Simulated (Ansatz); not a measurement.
```yaml
atoms:
  - { symbol: Ge, position_ang: [0.1006, -0.8953, 1.5078] }
  - { symbol: Ge, position_ang: [-0.1009, 0.8951, -1.5078] }
  - { symbol: O, position_ang: [0.0003, 0.0002, 0.0000] }
```

Geometry: PBE0-D4/def2-TZVP.

All numbers below come from Ansatz 0.2.0, UKS PBE0-D4/def2-TZVP.

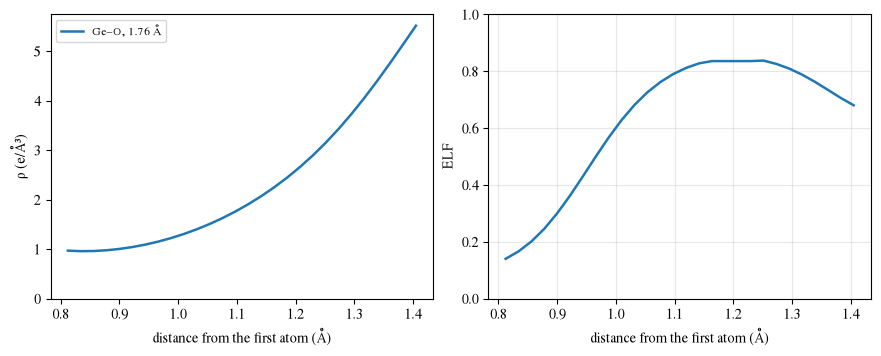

Ge2O (charge +1, doublet). Electron density and ELF along straight lines between neighbouring atoms. The curves leave out the atomic cores.

What can be read from the curves?

Ge–O (1.76 Å): ρ at the midpoint is about 0.98 e/Å³; the ELF peaks at about 0.85 in the valence shell of O, 0.5 Å from its nucleus, and is about 0.25 at the midpoint.
